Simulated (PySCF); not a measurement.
## What a change does: NMR shielding calculation on C6H15PSi

System: C6H15PSi.
Method of run 1: GIAO PBE0/pcSseg-1 NMR shielding, non-relativistic, IEF-PCM tetrahydrofuran (PySCF 2.14.0).

The geometry comes from this level: PBE0-D3(BJ)/def2-SVP. Text and figures count atoms from 1; the logs count them from 0 in places.

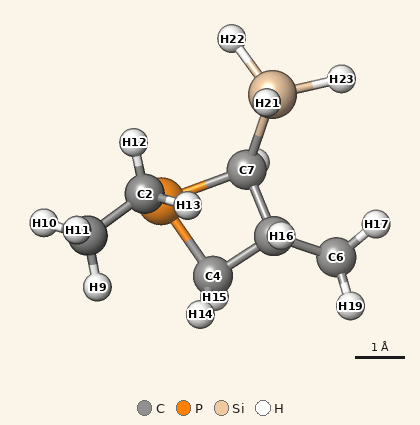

The structure as given in the input (ball-and-stick view, seen at a tilt; atoms are numbered from 1 in the order of the input). Bond lengths as drawn: C–C 1.52 to 1.55 Å, C–H 1.10 to 1.11 Å, C–P 1.86 to 1.89 Å, C–Si 1.88 Å and H–Si 1.50 Å.

The input, run 1:
```
{"job": {"kind": "nmr", "xc": "PBE0", "basis": "pcSseg-1", "solvent": "tetrahydrofuran", "pop": false}, "charge": 0, "multiplicity": 1}
C      3.151192    -0.329838    -0.570073
C      1.858631     0.462473    -0.429941
P      0.894439    -0.087457     1.067047
C     -0.025347    -1.554681     0.327698
C     -1.134447    -0.640367    -0.225827
C     -2.554021    -1.170956    -0.192708
C     -0.831909     0.583570     0.676840
Si    -1.090027     2.323451     0.017565
H      2.952773    -1.403884    -0.713191
H      3.783695    -0.228601     0.325755
H      3.737676     0.012720    -1.436483
H      2.085115     1.532785    -0.283898
H      1.253995     0.390027    -1.348858
H      0.512872    -2.184427    -0.396589
H     -0.393700    -2.200513     1.141884
H     -0.881692    -0.380487    -1.268456
H     -3.270595    -0.417939    -0.557849
H     -2.846797    -1.443589     0.834499
H     -2.658268    -2.069065    -0.822173
H     -1.394275     0.496662     1.625167
H     -0.439803     2.487495    -1.319577
H     -0.508816     3.330263     0.958745
H     -2.549466     2.617667    -0.145454
```

The first line tells a small driver script what to run in PySCF; the rest is the geometry in Å.

Command:
```bash
OMP_NUM_THREADS=1 python <driver script> task.json out
```

Hardware: 1 CPU thread, shared host.

Output (run 1):
```
coarse grid: 19064 points
cycle   1  E = -867.7942038624  dE =  5.098e-01  |g| = 4.431e-01  |ddm| = 4.210e+00
cycle   2  E = -867.7748809473  dE =  1.932e-02  |g| = 5.215e-01  |ddm| = 9.182e-01
cycle   3  E = -867.8464655651  dE = -7.158e-02  |g| = 5.389e-02  |ddm| = 5.231e-01
cycle   4  E = -867.8470154908  dE = -5.499e-04  |g| = 2.892e-02  |ddm| = 8.933e-02
cycle   5  E = -867.8472213933  dE = -2.059e-04  |g| = 5.085e-03  |ddm| = 3.004e-02
cycle   6  E = -867.8472271745  dE = -5.781e-06  |g| = 1.991e-03  |ddm| = 7.080e-03
final grid: 171680 points
cycle   7  E = -867.8971485316  dE = -4.355e-05  |g| = 1.023e-02  |ddm| = 4.362e-02
cycle   8  E = -867.8971324430  dE =  1.609e-05  |g| = 1.294e-02  |ddm| = 2.036e-02
cycle   9  E = -867.8971758739  dE = -4.343e-05  |g| = 6.382e-04  |ddm| = 1.183e-02
cycle  10  E = -867.8971759532  dE = -7.930e-08  |g| = 2.794e-04  |ddm| = 9.092e-04
cycle  11  E = -867.8971759722  dE = -1.902e-08  |g| = 5.814e-05  |ddm| = 2.939e-04
cycle  12  E = -867.8971759730  dE = -7.542e-10  |g| = 2.573e-05  |ddm| = 8.679e-05
converged SCF energy = -867.8971759730

GIAO shielding tensors (ppm)
atom      isotropic    diamagn.    paramagn.     s11        s22        s33       span
  0 C      173.451     244.762     -71.311    163.173    169.729    187.452     24.279
  1 C      163.502     255.639     -92.137    155.769    166.900    167.836     12.067
  2 P      323.670     967.816    -644.147    231.205    352.434    387.369    156.164
  3 C      154.827     254.469     -99.643    135.960    154.360    174.161     38.201
  4 C      144.487     249.812    -105.324    116.869    148.517    168.077     51.208
  5 C      159.148     245.007     -85.859    145.348    146.538    185.558     40.211
  6 C      162.869     259.407     -96.538    143.907    158.787    185.912     42.004
  7 Si     424.359     880.555    -456.196    390.810    413.060    469.207     78.396
  8 H       30.336      29.384       0.952     25.064     29.938     36.007     10.943
  9 H       30.317      28.098       2.219     25.758     27.997     37.196     11.437
 10 H       29.762      26.901       2.861     24.698     26.931     37.657     12.959
 11 H       29.792      32.829      -3.037     24.158     29.804     35.413     11.254
 12 H       28.939      34.726      -5.787     23.641     29.794     33.380      9.739
 13 H       29.592      32.657      -3.065     25.246     28.106     35.425     10.180
 14 H       29.505      33.173      -3.668     26.647     28.190     33.678      7.031
 15 H       28.045      34.412      -6.367     25.171     28.501     30.464      5.293
 16 H       30.098      29.204       0.895     25.320     28.252     36.724     11.404
 17 H       30.218      29.918       0.300     26.665     28.991     34.999      8.334
 18 H       30.147      28.526       1.621     25.821     27.214     37.407     11.586
 19 H       29.819      34.348      -4.529     27.411     28.846     33.200      5.788
 20 H       27.402      29.960      -2.558     23.445     27.477     31.285      7.840
 21 H       27.560      29.183      -1.622     24.418     25.061     33.202      8.784
 22 H       27.391      29.081      -1.690     23.599     25.577     32.997      9.397
```

For run 2 the input was changed thus:
```diff
-"solvent": "tetrahydrofuran"
-"pop": false
+"solvent": "dichloromethane"
+"pop": true
```

How does run 2 compare with run 1?

The total energy of run 2 is 0.09 kcal/mol lower: the change of the electrostatic solvation energy at this fixed geometry, without cavity or dispersion terms. Of all shieldings, the largest change is that of P3, by +0.2 ppm. The number of SCF iterations is the same.

Output (run 2):
```
coarse grid: 19064 points
cycle   1  E = -867.7943579146  dE =  5.097e-01  |g| = 4.430e-01  |ddm| = 4.210e+00
cycle   2  E = -867.7751597651  dE =  1.920e-02  |g| = 5.210e-01  |ddm| = 9.199e-01
cycle   3  E = -867.8466229459  dE = -7.146e-02  |g| = 5.362e-02  |ddm| = 5.215e-01
cycle   4  E = -867.8471653864  dE = -5.424e-04  |g| = 2.889e-02  |ddm| = 8.888e-02
cycle   5  E = -867.8473709267  dE = -2.055e-04  |g| = 5.048e-03  |ddm| = 3.000e-02
cycle   6  E = -867.8473766221  dE = -5.695e-06  |g| = 1.976e-03  |ddm| = 7.064e-03
final grid: 171680 points
cycle   7  E = -867.8972964910  dE = -4.358e-05  |g| = 1.022e-02  |ddm| = 4.361e-02
cycle   8  E = -867.8972805477  dE =  1.594e-05  |g| = 1.291e-02  |ddm| = 2.030e-02
cycle   9  E = -867.8973237757  dE = -4.323e-05  |g| = 6.370e-04  |ddm| = 1.178e-02
cycle  10  E = -867.8973238545  dE = -7.881e-08  |g| = 2.793e-04  |ddm| = 9.048e-04
cycle  11  E = -867.8973238736  dE = -1.903e-08  |g| = 5.777e-05  |ddm| = 2.932e-04
cycle  12  E = -867.8973238743  dE = -7.410e-10  |g| = 2.564e-05  |ddm| = 8.588e-05
converged SCF energy = -867.8973238743

GIAO shielding tensors (ppm)
atom      isotropic    diamagn.    paramagn.     s11        s22        s33       span
  0 C      173.466     244.775     -71.308    163.171    169.747    187.480     24.309
  1 C      163.519     255.635     -92.117    155.777    166.935    167.845     12.068
  2 P      323.861     967.850    -643.990    231.743    352.394    387.445    155.703
  3 C      154.827     254.471     -99.645    135.985    154.304    174.192     38.207
  4 C      144.498     249.809    -105.310    116.854    148.555    168.086     51.232
  5 C      159.179     245.018     -85.839    145.389    146.561    185.587     40.198
  6 C      162.871     259.399     -96.528    143.938    158.738    185.936     41.998
  7 Si     424.337     880.556    -456.219    390.797    413.024    469.191     78.394
  8 H       30.331      29.383       0.948     25.057     29.932     36.003     10.945
  9 H       30.322      28.104       2.219     25.763     28.004     37.200     11.437
 10 H       29.760      26.900       2.860     24.695     26.928     37.658     12.963
 11 H       29.788      32.828      -3.039     24.153     29.801     35.411     11.258
 12 H       28.931      34.717      -5.786     23.631     29.784     33.378      9.746
 13 H       29.584      32.651      -3.067     25.235     28.097     35.421     10.186
 14 H       29.500      33.172      -3.671     26.640     28.186     33.674      7.034
 15 H       28.038      34.402      -6.365     25.160     28.497     30.456      5.296
 16 H       30.098      29.204       0.894     25.317     28.252     36.725     11.408
 17 H       30.216      29.917       0.299     26.660     28.989     34.999      8.339
 18 H       30.146      28.525       1.620     25.818     27.212     37.408     11.590
 19 H       29.809      34.340      -4.531     27.402     28.834     33.192      5.791
 20 H       27.402      29.963      -2.561     23.445     27.476     31.285      7.840
 21 H       27.564      29.190      -1.626     24.423     25.066     33.205      8.782
 22 H       27.393      29.086      -1.693     23.602     25.579     32.998      9.396
```

The two runs side by side:

| quantity | run 1 | run 2 |
| --- | --- | --- |
| outcome | converged | converged |
| total energy (hartree) | −867.897176 | −867.897324 |
| HOMO (eV) | −6.41 | −6.41 |
| LUMO (eV) | 0.50 | 0.50 |
| dipole moment (D) | 1.88 | 1.91 |
| shielding of C1 (ppm) | 173.5 | 173.5 |
| shielding of C2 (ppm) | 163.5 | 163.5 |
| shielding of P3 (ppm) | 323.7 | 323.9 |
| shielding of C5 (ppm) | 144.5 | 144.5 |
| shielding of C6 (ppm) | 159.1 | 159.2 |
| shielding of Si8 (ppm) | 424.4 | 424.3 |
| shielding of H20 (ppm) | 29.8 | 29.8 |
| SCF iterations | 12 | 12 |
| basis functions | 225 | 225 |
| wall time (shared host) | 47 s | 50 s |
